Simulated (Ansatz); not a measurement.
# Moving the knobs of a GW run on BaTlI3 (cubic perovskite) (Pm-3m)

Aim: change settings of a G0W0 run on BaTlI3 (cubic perovskite) (Pm-3m) and see what moves.

Main program and level: Ansatz 0.2.0; G0W0 on PBEsol, plane waves, PAW.

The structure was built from a prototype and need not be the compound's stable phase.

## 1. The starting structure

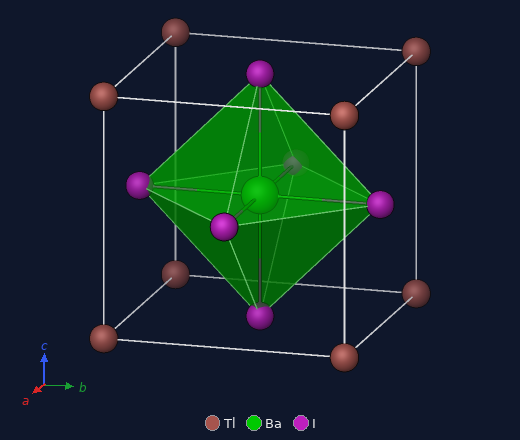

Start, viewed slightly off an axis; thallium brown, barium green, iodine pink. Some periodic images of atoms are drawn too.

The structure was relaxed with PBEsol. The structure type comes from a generator and need not be one that this composition takes. The runs that relaxed it are not among those shown. Spin-orbit coupling is left out unless a step names it. The default PAW set here is soft_2. Its files were made with PBE.

## 2. The base run: 2×2×2 mesh, 393 empty bands, screening to 72 eV

G0W0 replaces the xc potential by the self-energy, built once from these orbitals. Only a window of levels is corrected, while the sums run over the empty bands that the input names.

Input file input.yaml:

```yaml
crystal:
  lattice:
    - [6.5717449587, 0.0, 0.0]
    - [0.0, 6.5717449587, 0.0]
    - [0.0, 0.0, 6.5717449587]
  atoms:
    - { symbol: Tl, position: [0.0, 0.0, 0.0] }
    - { symbol: Ba, position: [0.5, 0.5, 0.5] }
    - { symbol: I, position: [0.5, 0.5, 0.0] }
    - { symbol: I, position: [0.5, 0.0, 0.5] }
    - { symbol: I, position: [0.0, 0.5, 0.5] }
kpoints:
  mp_grid: { grid: [2, 2, 2] }
hamiltonian:
  xc: pbesol
scf:
  occupations: { method: fixed }
gw:
  n_empty_bands: 393
  ecut_chi: 72
  qp_bands: [v2, c2]
  qp_kpoints: band_edges
  screening: { model: contour_deformation }
```

Launch:

```sh
$ ansatz run input.yaml --threads 4 --pin off --max-ram 17510MiB --backend cpu --events-out ev --progress --plain --runs-dir out
```

Numbers of over 12 decimals in the logs are rounded to 6 here.

Log:

```text
Engine: ansatz 0.2.0, aarch64-unknown-linux-gnu
Pseudopotentials: kind: paw
Pseudopotential: Tl, paw, valence charge 13, recommended cutoff 420 eV (normal), Tl.paw.azcp
Pseudopotential: Ba, paw, valence charge 10, recommended cutoff 420 eV (normal), Ba.paw.azcp
Pseudopotential: I, paw, valence charge 17, recommended cutoff 420 eV (normal), I.paw.azcp
Functional definition: PBEsol
  exchange = pbesol_x
  correlation = pbesol_c
Crystal: 5 atoms, lattice volume = 283.819 Å³
Basis set: ecut = 420 eV, 5497 PW (Γ)
Bands: 45, of which v1, the nominal top of the filled ones, is band 37 counted from 1 (36 counted from 0)
Symmetry: 48 space group operations
Space group: Pm-3m (ITA 221), of the structure as read, at distance tolerance 6.6e-5 Å
k-points: 4 of 8
Non-local potential: Tl, projectors of the file, l = 0: 2, l = 1: 2, l = 2: 2, l = 3: 1
Non-local potential: Ba, projectors of the file, l = 0: 3, l = 1: 2, l = 2: 2, l = 3: 2
Non-local potential: I, projectors of the file, l = 0: 2, l = 1: 2, l = 2: 2, l = 3: 2
PAW form: soft (Blöchl's): semilocal exchange-correlation on the pseudo side does not see the compensation charge
PAW frozen core: Tl, regenerated for the run's functional, and the local potential with it (the file was generated under x = pbe(κ = 0.804, μ = 0.219515), c = pbe(β = 0.066725))
PAW frozen core: Ba, regenerated for the run's functional, and the local potential with it (the file was generated under x = pbe(κ = 0.804, μ = 0.219515), c = pbe(β = 0.066725))
PAW frozen core: I, regenerated for the run's functional, and the local potential with it (the file was generated under x = pbe(κ = 0.804, μ = 0.219515), c = pbe(β = 0.066725))
PAW one-centre angular grid: Tl, 590 points (default); XC on 64 Gauss nodes
PAW one-centre angular grid: Ba, 194 points (default); XC on 64 Gauss nodes
PAW one-centre angular grid: I, 590 points (default); XC on 64 Gauss nodes
Initial density: superposition of atomic densities (neutral atoms: chi_scale 0, normalization atom), corrected by the library's trained network
Initial wavefunctions: pseudopotential atomic-orbital guess
Functional: x = pbesol(κ = 0.804, μ = 0.123457), c = pbesol(β = 0.046)
SCF iter   1: F=—  HF=-39460.263255 eV  |F-HF|=—  |Δ(HF+E_count)|=         —  Δρ=1.56e-3  dr2=1.19e-2  ethr=1.77e-3  ⟨swp⟩=4.8  Hψ=655  notcnv=0  defer=20
preconditioner: auto → Resta (q_TF=auto, 2.181 Å⁻¹)  ε∞=2.7  [insulator: Δε(μ)=2.499 eV  Ē_g=10.874 eV  n_scr=56 (ndim 8)  ℏωp=14.3 eV  f_vac=0.208  ε∞_Penn≈2.7]
SCF iter   2: F=—  HF=-39460.258182 eV  |F-HF|=—  |Δ(HF+E_count)|=   5.07e-3  Δρ=9.16e-4  dr2=4.26e-3  ethr=1.61e-5  ⟨swp⟩=3.0  Hψ=382  notcnv=0  defer=21
SCF iter   3: F=—  HF=-39460.257489 eV  |F-HF|=—  |Δ(HF+E_count)|=   6.94e-4  Δρ=4.09e-4  dr2=4.61e-4  ethr=5.75e-6  ⟨swp⟩=3.2  Hψ=346  notcnv=0  defer=20
[...]
SCF 1 converged in 7 iterations: F = -39460.257271 eV  dr2 = 2.57e-9
[...]
NSCF: frozen V_eff on 4 k-points
G₀W₀ screening: q 1/4
[... further progress lines ...]
SCF converged after 7 iterations
Free energy (F): -39460.257271 eV
Harris-Foulkes:  -39460.257271 eV  (|F-HF|=6.01e-9)
Internal energy: -39460.257271 eV  (E = F + TS)
E sigma→0 (E₀):  -39460.257271 eV
Fermi energy:    2.277357 eV
--- Per-component energies (eV) ---
  E_band       = -1441.973157
  E_kinetic    = 1066.552065
  E_local      = -8958.308063  (includes V_loc(G=0)·N_el)
  E_nonlocal   = 113.820711
  E_hartree    = 4278.940818
  E_xc         = -775.407367
  E_vxc        = -660.147450  (∫ρ·V_xc dr)
  E_paw        = -29367.556805  (= ΣΔE_a)
  E_vpaw       = -1561.772558  (= ΣTr[D̂ρ^β])
  E_aug_tail   = 0.000073  (compensation charges beyond the density's cutoff)
  E_ewald      = -5819.724827
  E_core_change = 1.426124  (= ΣΔE_core)
  E_smearing   = -0.000000  (= −TS)
  E_closure    = -0.000000  (closes the sum)
  Σ components = -39460.257271   (vs F -39460.257271, Δ=0.00e0)
--- Band table (eV) ---
  k-point 0: bands = [... 33 lower, 1.8178, 2.0754, 2.0754, 2.0754, 5.5890, 5.5890, 5.5890, 6.2081, ... 4 higher]
  k-point 1: bands = [... 33 lower, 1.6012, 1.7328, 2.0296, 2.0296, 4.6913, 5.3098, 5.3098, 6.2870, ... 4 higher]
  k-point 2: bands = [... 33 lower, 1.5355, 1.5355, 1.7567, 2.2737, 5.0014, 5.2151, 5.2151, 7.4278, ... 4 higher]
  k-point 3: bands = [... 33 lower, 0.8741, 2.2774, 2.2774, 2.2774, 5.5453, 5.5453, 5.5453, 8.0434, ... 4 higher]
--- G₀W₀: contour deformation, 6 samples at zero and on the imaginary axis and 1 off it, 8 q-points, 393 empty bands' worth ---
  eigenvalues of the whole cell's RPA ε∞ on this k-mesh (on a slab, of 1 + 4πα/V) = 3.7108, 3.7108, 3.7108; static W/v taken at q = 0 is 0.269484
  bands read: the sum over 430 bands ends inside a degenerate multiplet in 2 slots, whose members it reads at an even weight; the widest, k=0: bands 430 to 432 (counted from 1) at 1/3 each
  gw.qp_kpoints: band_edges: 4 of 4 stored k-points solved, in 1 pass; an edge of the gap read off the rows below is read off those points alone
    ik  band        ε_KS         Σx   Σc(E_QP)       V_xc       Z   E_QP_lin       E_QP  E_QP is
     0    36      2.0754   -17.6841     2.0662   -14.7110  0.7577     1.1449     1.1686  root
     0    37      2.0754   -17.6841     2.0662   -14.7110  0.7577     1.1449     1.1686  root
     0    38      5.5890    -5.6493    -3.2794    -9.7413  0.7635     6.4290     6.4016  root
     0    39      5.5890    -5.6493    -3.2794    -9.7413  0.7635     6.4290     6.4016  root
     1    36      2.0296   -17.5957     2.0991   -14.5748  0.7553     1.0824     1.1079  root
     1    37      2.0296   -17.5957     2.0991   -14.5748  0.7553     1.0824     1.1079  root
     1    38      4.6913    -4.4605    -2.9819    -8.0822  0.7945     5.3417     5.3311  root
     1    39      5.3098    -5.2606    -3.1514    -9.1753  0.7750     6.0932     6.0732  root
[...]
3    36      2.2774   -17.1958     2.0448   -14.2342  0.7524     1.3355     1.3605  root
     3    37      2.2774   -17.1958     2.0448   -14.2342  0.7524     1.3355     1.3605  root
     3    38      5.5453    -5.7356    -3.2503    -9.7851  0.7660     6.3697     6.3445  root
     3    39      5.5453    -5.7356    -3.2503    -9.7851  0.7660     6.3697     6.3445  root
```

The job ended after 31 s (4 threads of Arm Neoverse V2, shared host; peak memory 2.2 GiB).

Numbers from this step:

```
bands summed                                 : 430
RPA ε∞ on this mesh (eigenvalues)            : 3.711, 3.711, 3.711
plane waves in the screening matrix          : 389
q-points in the mesh                         : 8
G0W0 gap on the mesh                         : 3.971 eV
k of the valence top                         : -0.5, -0.5, -0.5
k of the conduction bottom                   : 0, 0, -0.5
starting gap on the mesh                     : 2.414 eV
Z at the valence top                         : 0.7524
Z at the conduction bottom                   : 0.7945
least direct G0W0 gap on the computed points : 4.223 eV
```

The gap on the mesh goes from 2.41 eV to 3.97 eV, a correction of +1.56 eV. Between the two edge states, bare exchange in place of the xc potential would open the gap by 6.58 eV, and correlation takes back 5.03 eV.

## 3. Variant: static remainder

This step: G0W0 on PBEsol, plane waves, norm-conserving pseudopotentials.

input.yaml: that of step 2 with these lines changed.

```diff
@@ -15,2 +15,3 @@
   xc: pbesol
+  pseudopotentials: { kind: nc }
 scf:
@@ -18,4 +19,4 @@
 gw:
-  n_empty_bands: 393
-  ecut_chi: 72
+  n_empty_bands: 299
+  ecut_chi: 100
   qp_bands: [v2, c2]
@@ -23 +24,2 @@
   screening: { model: contour_deformation }
+  static_remainder: true
```

Log:

```text
Warning: gw takes pair_densities: pseudo, which can misplace gaps by tens of per cent, since gw.static_remainder lacks the terms of the atoms
[...]
Crystal: 5 atoms, lattice volume = 283.819 Å³
Basis set: ecut = 952.398519 eV, 18949 PW (Γ)
Bands: 27, of which v1, the nominal top of the filled ones, is band 22 counted from 1 (21 counted from 0)
[... 1 set-up line as in the run before ...]
[...]
k-points: 4 of 8
[...]
SCF iter   1: F=—  HF=-3478.604903 eV  |F-HF|=—  |Δ(HF+E_count)|=         —  Δρ=2.06e-2  dr2=6.04e0  ethr=3.10e-3  ⟨swp⟩=6.0  Hψ=604  notcnv=0  defer=11
[...]
SCF iter   8: F=-3475.881741 eV  HF=-3475.881741 eV  |F-HF|=1.05e-8  |Δ(HF+E_count)|=   2.92e-7  Δρ=1.90e-6  dr2=1.78e-8  ethr=2.27e-10  ⟨swp⟩=16.0  Hψ=709  notcnv=0
SCF 1 converged in 8 iterations: F = -3475.881741 eV  dr2 = 1.78e-8
NSCF: frozen V_eff on 4 k-points
G₀W₀ screening: q 1/4
[... further progress lines ...]
SCF converged after 8 iterations
Free energy (F): -3475.881741 eV
[...]
Internal energy: -3475.881741 eV  (E = F + TS)
E sigma→0 (E₀):  -3475.881741 eV
Fermi energy:    1.464517 eV
[...]
--- Band table (eV) ---
  k-point 0: bands = [... 18 lower, 1.0053, 1.2664, 1.2664, 1.2664, 4.7721, 4.7721, 4.7721, 5.3957, ... 1 higher]
  k-point 1: bands = [... 18 lower, 0.7876, 0.9202, 1.2199, 1.2199, 3.8762, 4.4936, 4.4936, 5.4750, ... 1 higher]
  k-point 2: bands = [... 18 lower, 0.7229, 0.7229, 0.9476, 1.4609, 4.1857, 4.3992, 4.3992, 6.6161, ... 1 higher]
  k-point 3: bands = [... 18 lower, 0.0665, 1.4645, 1.4645, 1.4645, 4.7287, 4.7287, 4.7287, 7.2304, ... 1 higher]
[...]
static-remainder magnitude (band-truncation diagnostic): 0.3961 eV
[...]
0    21      1.2664   -14.4820     1.9154   -11.3240  0.7523    -0.0249     0.0238  root
     0    22      1.2664   -14.4820     1.9154   -11.3240  0.7523    -0.0249     0.0238  root
     0    23      4.7721    -4.7960    -2.8220    -8.1019  0.7608     5.2648     5.2560  root
     0    24      4.7721    -4.7960    -2.8220    -8.1019  0.7608     5.2648     5.2560  root
     1    21      1.2199   -14.4363     1.9502   -11.2402  0.7501    -0.0766    -0.0260  root
     1    22      1.2199   -14.4363     1.9502   -11.2402  0.7501    -0.0766    -0.0260  root
     1    23      3.8762    -3.8553    -2.6500    -6.9030  0.7924     4.2778     4.2739  root
     1    24      4.4936    -4.5414    -2.7325    -7.7379  0.7725     4.9644     4.9576  root
[...]
3    21      1.4645   -14.1225     1.9125   -10.9868  0.7471     0.1931     0.2414  root
     3    22      1.4645   -14.1225     1.9125   -10.9868  0.7471     0.1931     0.2414  root
     3    23      4.7287    -4.8226    -2.8253    -8.1180  0.7632     5.2066     5.1987  root
     3    24      4.7287    -4.8226    -2.8253    -8.1180  0.7632     5.2066     5.1987  root
```

Run time: 54 s. Hardware: 4 threads; peak memory 3.5 GiB; 3.5 min of CPU time.

Against the base:

```tsv
setting	base	variant
files	default PAW	norm-conserving
empty bands	393	299
screening cutoff (eV)	72	100
static remainder	-	true
```

```tsv
quantity	variant	base
starting gap on the mesh	2.412	2.414
G0W0 gap on the mesh	4.033	3.971
least direct G0W0 gap on the computed points	4.300	4.223
Z at the valence top	0.747	0.752
Z at the conduction bottom	0.792	0.795
```

## 4. Variant: guard bands

This step: G0W0 on PBEsol, plane waves, PAW.

input.yaml: that of step 3 with these lines changed.

```diff
@@ -15,3 +15,2 @@
   xc: pbesol
-  pseudopotentials: { kind: nc }
 scf:
@@ -19,4 +18,4 @@
 gw:
-  n_empty_bands: 299
-  ecut_chi: 100
+  n_empty_bands: 461
+  ecut_chi: 80
   qp_bands: [v2, c2]
@@ -24,2 +23,2 @@
   screening: { model: contour_deformation }
-  static_remainder: true
+  n_guard_bands: 0
```

Log:

```text
[...]
Crystal: 5 atoms, lattice volume = 283.819 Å³
Basis set: ecut = 420 eV, 5497 PW (Γ)
Bands: 45, of which v1, the nominal top of the filled ones, is band 37 counted from 1 (36 counted from 0)
[... 1 set-up line as in the run before ...]
[...]
k-points: 4 of 8
[...]
SCF iter   1: F=—  HF=-39460.263255 eV  |F-HF|=—  |Δ(HF+E_count)|=         —  Δρ=1.56e-3  dr2=1.19e-2  ethr=1.77e-3  ⟨swp⟩=4.8  Hψ=655  notcnv=0  defer=20
[...]
SCF iter   7: F=-39460.257271 eV  HF=-39460.257271 eV  |F-HF|=6.01e-9  |Δ(HF+E_count)|=   2.84e-7  Δρ=9.28e-7  dr2=2.57e-9  ethr=1.35e-10  ⟨swp⟩=14.2  Hψ=925  notcnv=0
SCF 1 converged in 7 iterations: F = -39460.257271 eV  dr2 = 2.57e-9
[...]
G₀W₀ screening: q 1/4
[... further progress lines ...]
SCF converged after 7 iterations
Free energy (F): -39460.257271 eV
[...]
Internal energy: -39460.257271 eV  (E = F + TS)
E sigma→0 (E₀):  -39460.257271 eV
Fermi energy:    2.277357 eV
[...]
--- Band table (eV) ---
  k-point 0: bands = [... 33 lower, 1.8178, 2.0754, 2.0754, 2.0754, 5.5890, 5.5890, 5.5890, 6.2081, ... 4 higher]
  k-point 1: bands = [... 33 lower, 1.6012, 1.7328, 2.0296, 2.0296, 4.6913, 5.3098, 5.3098, 6.2870, ... 4 higher]
  k-point 2: bands = [... 33 lower, 1.5355, 1.5355, 1.7567, 2.2737, 5.0014, 5.2151, 5.2151, 7.4278, ... 4 higher]
  k-point 3: bands = [... 33 lower, 0.8741, 2.2774, 2.2774, 2.2774, 5.5453, 5.5453, 5.5453, 8.0434, ... 4 higher]
[...]
0    36      2.0754   -17.6841     2.0044   -14.7110  0.7569     1.0793     1.1068  root
     0    37      2.0754   -17.6841     2.0044   -14.7110  0.7569     1.0793     1.1068  root
     0    38      5.5890    -5.6493    -3.3119    -9.7413  0.7633     6.3941     6.3691  root
     0    39      5.5890    -5.6493    -3.3119    -9.7413  0.7633     6.3941     6.3691  root
     1    36      2.0296   -17.5957     2.0382   -14.5748  0.7546     1.0176     1.0469  root
     1    37      2.0296   -17.5957     2.0382   -14.5748  0.7546     1.0176     1.0469  root
     1    38      4.6913    -4.4605    -3.0062    -8.0822  0.7944     5.3166     5.3068  root
     1    39      5.3098    -5.2606    -3.1813    -9.1753  0.7748     6.0617     6.0433  root
[...]
3    36      2.2774   -17.1958     1.9842   -14.2342  0.7517     1.2710     1.3000  root
     3    37      2.2774   -17.1958     1.9842   -14.2342  0.7517     1.2710     1.3000  root
     3    38      5.5453    -5.7356    -3.2837    -9.7851  0.7658     6.3340     6.3111  root
     3    39      5.5453    -5.7356    -3.2837    -9.7851  0.7658     6.3340     6.3111  root
```

It took 96 s on 4 threads; peak memory 4.4 GiB; 5.9 min of CPU time.

The G0W0 gap on the mesh is 4.007 eV.

Against the base:

```tsv
setting	base	variant
empty bands	393	461
screening cutoff (eV)	72	80
n guard bands	-	0
```

```tsv
quantity	variant	base
starting gap on the mesh	2.414	2.414
G0W0 gap on the mesh	4.007	3.971
least direct G0W0 gap on the computed points	4.260	4.223
Z at the valence top	0.752	0.752
Z at the conduction bottom	0.794	0.795
```

## 5. Summary of results

```yaml
base: 3.97 eV, 31 s
static_remainder: 4.03 eV, 54 s
guard_bands: 4.01 eV, 96 s
```

**Reading.** Static remainder: the gap moves by +0.06 eV (the plane-wave cutoff goes from 420 to 952.399 eV); such settings are too crude to quote. The variant differs from the base in files, empty bands, screening cutoff and static remainder together, so the change can't be laid to one of them. This option needs pseudo pair densities, which the log warns can misplace gaps. Guard bands: the gap moves by +0.04 eV and the time by a factor of 3.2. The variant differs from the base in empty bands, screening cutoff and n guard bands together, so the change can't be laid to one of them. All runs here use a coarse mesh and modest cutoffs; they test settings and are not final values. The 2×2×2 mesh is coarse for this cell (its supercell is 13 Å along the shortest edge). The RPA ε∞ on it, from the PBEsol start, is 3.71; such meshes misread the long-range screening, most where the gap is narrow. Where an edge is built on 6p states of lead, bismuth or thallium, scalar-relativistic gaps usually stand too wide, by a few tenths to over one eV. This is the ideal cubic cell; many perovskites, halides above all, are cubic only on average, and local tilts or off-centring can widen the gap. The many-body steps are scalar-relativistic: spin-orbit coupling is not in them.

[Paths, hosts, dates, memory and timing lines, banners, echoed tables and standing remarks are left out of the program output.]

[Logs are printed without paths, hosts, clocks, repeated set-up lines and the standing remarks that a program may print on its own settings, such as how far it seeks lower states.]

[Runs of the session that timed out or met a known fault of the program may be left out.]

[Cells called generated may have been cut or substituted from an entry of the Crystallography Open Database or the Materials Project.]

[Hosts, paths, dates, database ids (printed as entryN), source tags and the programs' standing remarks are cut or masked in the printed files.]
